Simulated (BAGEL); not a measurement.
# C2F4O (trifluoroacetyl fluoride), step by step

Wanted: a single-point energy (HF/def2-SV(P)), then a single-point energy (NEVPT2(2,2)/def2-SV(P)) of C2F4O (trifluoroacetyl fluoride). 

The results are computed with BAGEL 1.2.2.

2 further runs of the same task are left out: 2 set aside as unsound or not needed.

### 1 Starting point

The species is C2F4O (7 atoms), meant as a singlet with charge 0. SMILES: `O=C(F)C(F)(F)F`. One bond was lengthened or shortened from a relaxed shape.

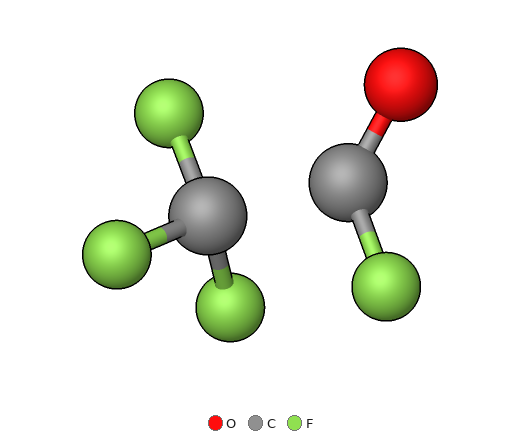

Viewed from a chosen angle; oxygen red, carbon grey, fluorine green.

### 2 A single-point energy at HF/def2-SV(P) (density fitting with svp-jkfit) (run 1)

File input.json:

```json
{ "bagel": [

{
  "title": "molecule",
  "basis": "def2-sv_p_.json",
  "df_basis": "svp-jkfit",
  "geometry": [
    { "atom": "O", "xyz": [  2.02542169, -3.02111838,  1.53521728 ] },
    { "atom": "C", "xyz": [  0.18822995, -1.89094878,  1.03256903 ] },
    { "atom": "F", "xyz": [ -2.12823413, -2.65231943,  1.60838748 ] },
    { "atom": "C", "xyz": [  0.03429853,  1.04284536, -0.57908767 ] },
    { "atom": "F", "xyz": [ -1.31880207,  0.79041575, -2.68103004 ] },
    { "atom": "F", "xyz": [ -1.06642914,  2.76198591,  0.88596030 ] },
    { "atom": "F", "xyz": [  2.32578043,  1.82092120, -1.17127115 ] }
  ]
},
{
  "title": "hf"
},
{
  "title": "print",
  "file": "orbitals.molden",
  "orbitals": true
}

]}
```

The basis set def2-SV(P) is read from a file made from the Basis Set Exchange's data (not shown).

Launch:

```
$ BAGEL_NUM_THREADS=1 BAGEL input.json > input.out
```

Output:

```text
* using 1 threads per process

  ===============================================================
  ===============================================================

  *** Geometry ***

  { "atom" : "O", "xyz" : [      2.025422,     -3.021118,      1.535217 ] },
  { "atom" : "C", "xyz" : [      0.188230,     -1.890949,      1.032569 ] },
  { "atom" : "F", "xyz" : [     -2.128234,     -2.652319,      1.608387 ] },
  { "atom" : "C", "xyz" : [      0.034299,      1.042845,     -0.579088 ] },
  { "atom" : "F", "xyz" : [     -1.318802,      0.790416,     -2.681030 ] },
  { "atom" : "F", "xyz" : [     -1.066429,      2.761986,      0.885960 ] },
  { "atom" : "F", "xyz" : [      2.325780,      1.820921,     -1.171271 ] },

  Number of auxiliary basis functions:      535

  Since a DF basis is specified, we compute 2- and 3-index integrals:
    o Being stored without compression. Storage requirement is 0.041 GB

  Number of basis functions:       98
  Number of electrons      :       56

    * METHOD: MOLECULE                             0.30

  *** RHF ***

  === Nuclear Repulsion ===
   325.5841882348

      * DIIS with orbital gradients will be used.

  === RHF iteration (def2-sv_p_.json) ===
      0       -547.46245260          0.02509162           0.11
      1       -547.66740988          0.01953845           0.10
      2       -547.88579041          0.00167094           0.10
      3       -547.88855821          0.00095108           0.10
      4       -547.88940263          0.00021163           0.10
      5       -547.88950803          0.00009168           0.10
      6       -547.88952725          0.00003718           0.10
      7       -547.88952964          0.00001019           0.10
      8       -547.88952980          0.00000343           0.10
      9       -547.88952981          0.00000126           0.10
     10       -547.88952982          0.00000063           0.10
     11       -547.88952982          0.00000014           0.10
     12       -547.88952982          0.00000006           0.10
     13       -547.88952982          0.00000002           0.10
     14       -547.88952982          0.00000001           0.10
    * SCF iteration converged.

    * Permanent dipole moment:
           (    0.222646,    -0.196515,     0.094404) a.u.

    * METHOD: HF                                   1.71

    * METHOD: PRINT                                0.02

  ===============================================================
```

Wall time 2.2 s (1 thread of Arm Neoverse V1, shared host); peak memory 0.15 GiB.

### 3 The energy at NEVPT2(2,2)/def2-SV(P) (density fitting with svp-jkfit) (run 2)

File calc.json:

```json
{ "bagel": [

{
  "title": "molecule",
  "basis": "def2-sv_p_.json",
  "df_basis": "svp-jkfit",
  "geometry": [
    { "atom": "O", "xyz": [     2.02542169,    -3.02111838,     1.53521728 ] },
    { "atom": "C", "xyz": [     0.18822995,    -1.89094878,     1.03256903 ] },
    { "atom": "F", "xyz": [    -2.12823413,    -2.65231943,     1.60838748 ] },
    { "atom": "C", "xyz": [     0.03429853,     1.04284536,    -0.57908767 ] },
    { "atom": "F", "xyz": [    -1.31880207,     0.79041575,    -2.68103004 ] },
    { "atom": "F", "xyz": [    -1.06642914,     2.76198591,     0.88596030 ] },
    { "atom": "F", "xyz": [     2.32578043,     1.82092120,    -1.17127115 ] }
  ]
},

{
  "title": "hf"
},

{
  "title": "nevpt2",
  "nstate": 1,
  "nact": 2,
  "nclosed": 27,
  "active": [13, 30],
  "maxiter": 200,
  "natocc": true,
  "ncore": 7
},

{
  "title": "print",
  "file": "orbitals.molden",
  "orbitals": true
}

]}
```

The basis set def2-SV(P) is read from a file made from the Basis Set Exchange's data (not shown).

Launch:

```
$ BAGEL_NUM_THREADS=1 BAGEL calc.json > calc.out
```

Output:

```text
* using 1 threads per process

  ===============================================================
  ===============================================================

  *** Geometry ***

  { "atom" : "O", "xyz" : [      2.025422,     -3.021118,      1.535217 ] },
  { "atom" : "C", "xyz" : [      0.188230,     -1.890949,      1.032569 ] },
  { "atom" : "F", "xyz" : [     -2.128234,     -2.652319,      1.608387 ] },
  { "atom" : "C", "xyz" : [      0.034299,      1.042845,     -0.579088 ] },
  { "atom" : "F", "xyz" : [     -1.318802,      0.790416,     -2.681030 ] },
  { "atom" : "F", "xyz" : [     -1.066429,      2.761986,      0.885960 ] },
  { "atom" : "F", "xyz" : [      2.325780,      1.820921,     -1.171271 ] },

  Number of auxiliary basis functions:      535

  Since a DF basis is specified, we compute 2- and 3-index integrals:
    o Being stored without compression. Storage requirement is 0.041 GB

  Number of basis functions:       98
  Number of electrons      :       56

    * METHOD: MOLECULE                             0.30

  *** RHF ***

  === Nuclear Repulsion ===
   325.5841882348

      * DIIS with orbital gradients will be used.

  === RHF iteration (def2-sv_p_.json) ===
      0       -547.46245260          0.02509162           0.10
      1       -547.66740988          0.01953845           0.10
      2       -547.88579041          0.00167094           0.10
      3       -547.88855821          0.00095108           0.10
      4       -547.88940263          0.00021163           0.10
      5       -547.88950803          0.00009168           0.10
      6       -547.88952725          0.00003718           0.10
      7       -547.88952964          0.00001019           0.10
      8       -547.88952980          0.00000343           0.10
      9       -547.88952981          0.00000126           0.10
     10       -547.88952982          0.00000063           0.10
     11       -547.88952982          0.00000014           0.10
     12       -547.88952982          0.00000006           0.10
     13       -547.88952982          0.00000002           0.10
     14       -547.88952982          0.00000001           0.10
    * SCF iteration converged.

    * Permanent dipole moment:
           (    0.222646,    -0.196515,     0.094404) a.u.

    * METHOD: HF                                   1.69

    * freezing 7 orbitals
  ---------------------------
      CASSCF calculation
  ---------------------------

    ==== Active orbitals : =====
         Orbital 13
         Orbital 30
    ============================

    * nstate   :      1
    * nclosed  :     27
    * nact     :      2
    * nvirt    :     69
  === CASSCF iteration (def2-sv_p_.json) ===

    * Using the second-order algorithm

      0  0      -547.89009532     1.04e-04      0.03

      1  0      -547.90676046     1.01e-03      0.51

      2  0      -547.91490035     4.75e-04      0.52

      3  0      -547.91531263     5.48e-05      0.52

      4  0      -547.91531700     7.10e-06      0.57

      5  0      -547.91531705     1.21e-06      0.55

      6  0      -547.91531705     2.71e-07      0.56

      7  0      -547.91531705     6.63e-08      0.52

      8  0      -547.91531705     1.64e-08      0.47

      9  0      -547.91531705     4.04e-09      0.42

    * Second-order optimization converged. *

     guess   0:   closed 1.                   open ..

  === FCI iteration ===

      0  0      -547.88905248     9.16e-02      0.00
      1  0      -547.91530890     1.29e-03      0.00
      2  0 *    -547.91531705     6.75e-16      0.00

     * ci vector, state   0, <S^2> = 0.0000
       2.     0.9898742667
       .2    -0.1419469485

  === DF-NEVPT2 calculation ===

    * 3-index integral transformation done
    * assembly done

      NEVPT2 correlation energy:   -1.1372140336      0.41

          (+0)     -1.0363469576
          (+0)'    -0.0219654245
          (+1)     -0.0301542667
          (+1)'    -0.0000000000
          (+2)     -0.0005234737
          (-1)     -0.0423607713
          (-1)'     0.0000000000
          (-2)     -0.0058631398

      NEVPT2 total energy:       -549.0525310849

    * METHOD: NEVPT2                               5.50

    * METHOD: PRINT                                0.02

  ===============================================================
```

Run time: 7.8 s. Hardware: 1 thread of Arm Neoverse V1, shared host; peak memory 0.16 GiB.

### 4 Results

| quantity | value |
| --- | --- |
| run 1, HF/def2-SV(P): total energy | -547.88953 Eh |
| run 1, HF/def2-SV(P): dipole moment | 0.79 D |
| run 1, HF/def2-SV(P): HOMO energy | -14.10 eV |
| run 1, HF/def2-SV(P): LUMO energy | 2.97 eV |
| run 1, HF/def2-SV(P): HOMO–LUMO gap | 17.06 eV |
| run 2, NEVPT2(2,2)/def2-SV(P): total energy | -549.05253 Eh |
